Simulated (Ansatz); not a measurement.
# C3H8FNSi (SMILES CC[Si]1(F)CN1): what the fields show

```yaml
atoms:
  - { symbol: C, position_ang: [-1.6852, -0.3604, -1.3929] }
  - { symbol: C, position_ang: [-0.3494, 0.3614, -1.1432] }
  - { symbol: Si, position_ang: [0.6309, -0.3049, 0.2975] }
  - { symbol: F, position_ang: [0.9419, -1.8820, -0.0084] }
  - { symbol: C, position_ang: [1.7544, 0.5336, 1.4930] }
  - { symbol: N, position_ang: [0.3395, 0.1888, 1.8928] }
  - { symbol: H, position_ang: [-2.3600, -0.2722, -0.5259] }
  - { symbol: H, position_ang: [-2.2092, 0.0656, -2.2634] }
  - { symbol: H, position_ang: [-1.5335, -1.4337, -1.5894] }
  - { symbol: H, position_ang: [-0.5113, 1.4357, -0.9516] }
  - { symbol: H, position_ang: [0.2918, 0.2985, -2.0406] }
  - { symbol: H, position_ang: [2.0034, 1.6057, 1.5159] }
  - { symbol: H, position_ang: [2.5561, -0.0817, 1.9351] }
  - { symbol: H, position_ang: [0.1176, -0.1836, 2.8098] }
```

The calculation used RKS B3LYP/def2-SVP in Ansatz 0.2.0.

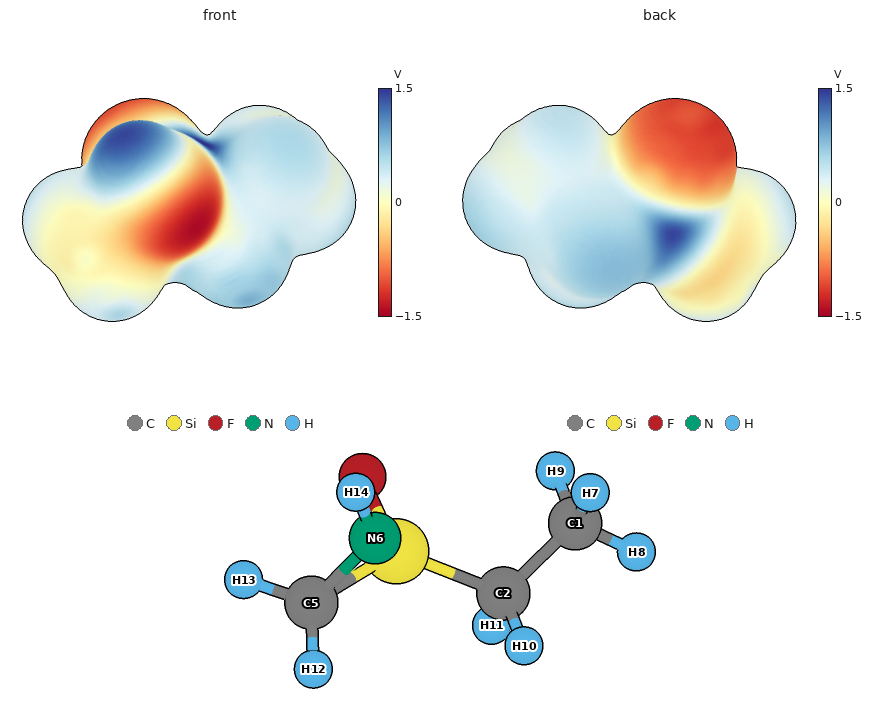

Figure 1. The molecular electrostatic potential painted on the density surface at 0.002 e/bohr³, seen from the front and from behind; the colour scale runs from red (negative) to blue (positive). The bare structure is drawn below in the same view.

Where is the surface potential most negative and most positive?

Answer. The most negative region (about −1.4 V, or −32 kcal/mol for a unit charge) lies over N6, the most positive (about +1.4 V, or +32 kcal/mol for a unit charge) over Si3 and H14. N6 is the likeliest acceptor of a hydrogen bond.

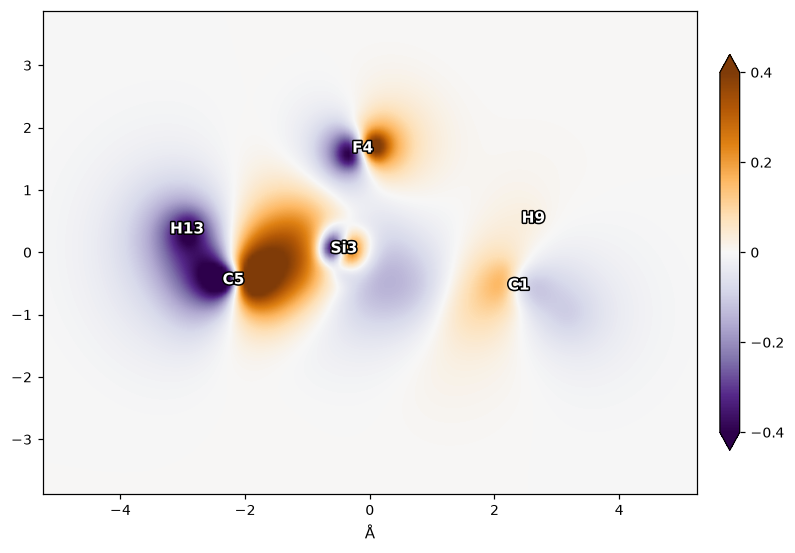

Figure 2. The HOMO−1 on the plane of atoms F4, Si3 and C5 (values in Å⁻³ᐟ²; the overall sign is arbitrary).

Where does this orbital lie, and at what energy?

Answer. It lies mainly on C5 (about 35 %), N6 (about 20 %), Si3 (about 20 %) and H13 (about 5 %). Its energy is −7.68 eV.

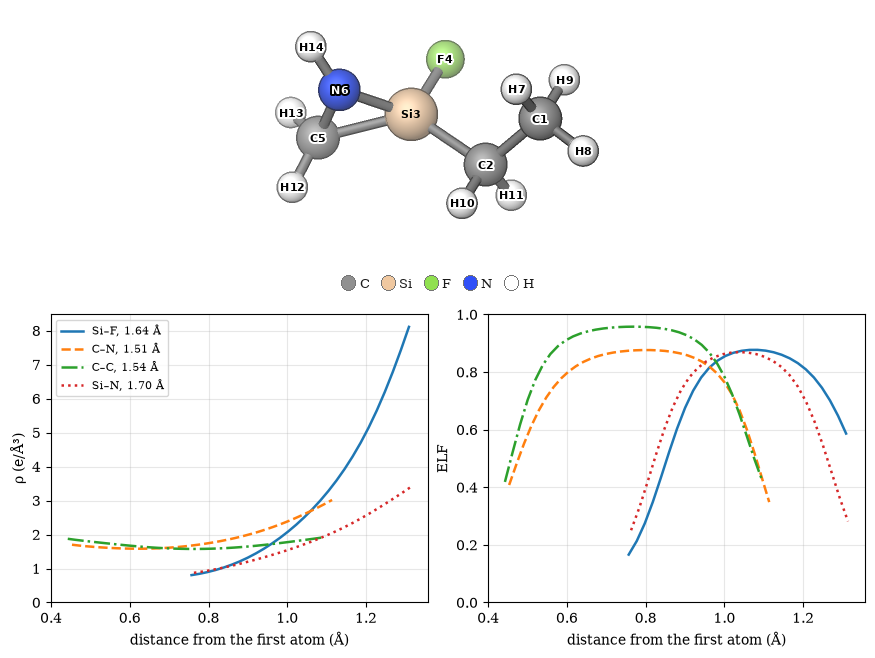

Figure 3. Total electron density and electron localisation function along straight lines between neighbouring atoms. The curves leave out the atomic cores. The structure is drawn too.

Compare the contacts.

Answer. Si–F (1.64 Å): ρ at the midpoint is about 0.96 e/Å³; the ELF peaks at about 0.90 in the valence shell of F, 0.6 Å from its nucleus, and is about 0.35 at the midpoint.
C–N (1.51 Å): ρ is about 1.7 e/Å³ halfway; the ELF peaks at about 0.90 between the atoms; a shared electron pair.
C–C (1.54 Å): ρ is about 1.6 e/Å³ halfway; the ELF peaks at about 0.95 between the atoms, as expected for localised, covalent bonding.
Si–N (1.70 Å): ρ at the midpoint is about 1.1 e/Å³; the ELF peaks at about 0.85 between the atoms; a shared but strongly polarised pair.
